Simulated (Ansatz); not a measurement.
**C6H3F2 radical: energies up the ladder**

Wanted for C6H3F2 radical: energies up the ladder. Spin multiplicity 2.

Computed with Ansatz 0.2.0 (the levels named in each step, unless a step's input says otherwise).

## Step 1: The system as given

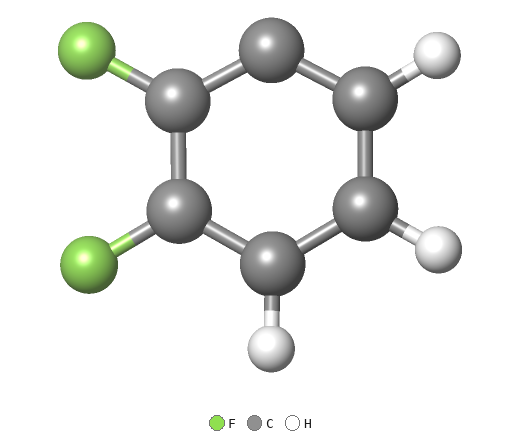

The starting structure, seen from a chosen angle (fluorine green, carbon grey, hydrogen white).

As a file:

```xyz
11

F     1.7922   -1.1467    0.1228
C     0.5474   -0.6614    0.0456
C    -0.5620   -1.4552    0.0081
C    -1.8390   -0.9933   -0.0710
C    -2.0271    0.3876   -0.1194
C    -0.9387    1.2391   -0.0837
C     0.3417    0.7235   -0.0002
F     1.3980    1.5511    0.0379
H    -2.6826   -1.6641   -0.0955
H    -3.0275    0.7862   -0.1843
H    -1.0644    2.3098   -0.1198
```

## Step 2: A rough first relaxation, PBE-D4/def2-SVPD

Contents of input.yaml:

```yaml
crystal:
  periodic: [false, false, false]
  atoms:
    - { symbol: F, position_ang: [1.79216, -1.14667, 0.12279] }
    - { symbol: C, position_ang: [0.54736, -0.66144, 0.04556] }
    - { symbol: C, position_ang: [-0.56197, -1.45518, 0.00813] }
    - { symbol: C, position_ang: [-1.83896, -0.99334, -0.07096] }
    - { symbol: C, position_ang: [-2.0271, 0.38759, -0.11944] }
    - { symbol: C, position_ang: [-0.9387, 1.23907, -0.0837] }
    - { symbol: C, position_ang: [0.3417, 0.72346, -0.00024] }
    - { symbol: F, position_ang: [1.39802, 1.55107, 0.0379] }
    - { symbol: H, position_ang: [-2.68256, -1.66408, -0.09549] }
    - { symbol: H, position_ang: [-3.02754, 0.78623, -0.18428] }
    - { symbol: H, position_ang: [-1.06443, 2.30978, -0.11978] }
magnetization:
  spin_polarized: true
  initial_magnetization: 1
basis:
  gaussian: { orbitals: def2-SVPD }
hamiltonian:
  xc: pbe
  dispersion: d4
relax:
  f_tol: 0.03
  max_steps: 200
```

Launch:

```console
> ansatz run input.yaml --threads 8 --pin off --max-ram 22528MiB --backend cpu --events-out ev --progress --plain --runs-dir out
```

Further steps of the session: Relaxation, PBE0-D4/def2-TZVPPD; Frequencies, PBE0-D4/def2-TZVPPD; Single point, PBE-D4/def2-TZVPPD; Single point, r2SCAN-D4/def2-TZVPPD; Single point, B3LYP-D4/def2-TZVPPD; Single point, wB97M-V/def2-TZVPPD; Single point, B2PLYP/def2-TZVPPD; Single point, LDA/def2-TZVPPD; Single point, PBE0-D4/def2-SVPD; Single point, PBE-D4/def2-SVPD; The anion of multiplicity 1 at the same geometry, PBE0-D4/def2-TZVPPD; The anion of multiplicity 1 at the same geometry, PBE-D4/def2-TZVPPD; The anion of multiplicity 1 at the same geometry, r2SCAN-D4/def2-TZVPPD; The anion of multiplicity 1 at the same geometry, B3LYP-D4/def2-TZVPPD; The anion of multiplicity 1 at the same geometry, wB97M-V/def2-TZVPPD; The anion of multiplicity 1 at the same geometry, B2PLYP/def2-TZVPPD.

Before running it: what results should come out? Wanted: F1–C2 at PBE0-D4/def2-TZVPPD; C2–C3 at PBE0-D4/def2-TZVPPD; C2–C7 at PBE0-D4/def2-TZVPPD; frequencies at PBE0-D4/def2-TZVPPD; vertical electron affinity, B2PLYP/def2-TZVPPD.

As calculated:

| quantity | value |
| --- | --- |
| F1–C2 at PBE0-D4/def2-TZVPPD | 1.328 Å |
| C2–C3 at PBE0-D4/def2-TZVPPD | 1.365 Å |
| C2–C7 at PBE0-D4/def2-TZVPPD | 1.392 Å |
| frequencies at PBE0-D4/def2-TZVPPD | 189 to 3228 cm⁻¹ |
| vertical electron affinity, B2PLYP/def2-TZVPPD | 1.556 eV |

**Reading.** No mode is imaginary, so the geometry is a minimum. For the vertical electron affinity, PBE-D4/def2-TZVPPD comes nearest to B2PLYP/def2-TZVPPD (+0.02 eV) and r2SCAN-D4/def2-TZVPPD is farthest (-0.20 eV).
